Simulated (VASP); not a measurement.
Energy against volume of SrCl2 (fluorite). Computed with r2SCAN+rVV10, VASP's PBE PAW potentials (set 64) (plane waves; VASP 6.6.1).

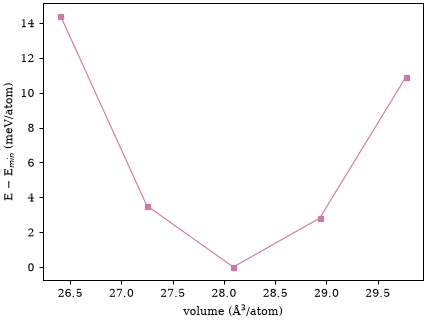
Energy against volume

**Question.** Estimate the equilibrium volume and the bulk modulus.

**Answer.** The minimum lies near 28.1 Å³/atom, and the curvature gives B0 of about 40 GPa.

Measured: a 6.974 Å (computed value off by -0.2 %), as given by Kanchana et al., Calculated structural, elastic and electronic properties of SrCl2 (2010). The calculation is for a static lattice, while the measured a holds thermal and zero-point effects, which are part of the difference.

The compound is SrCl2 in the fluorite structure. It was relaxed first.
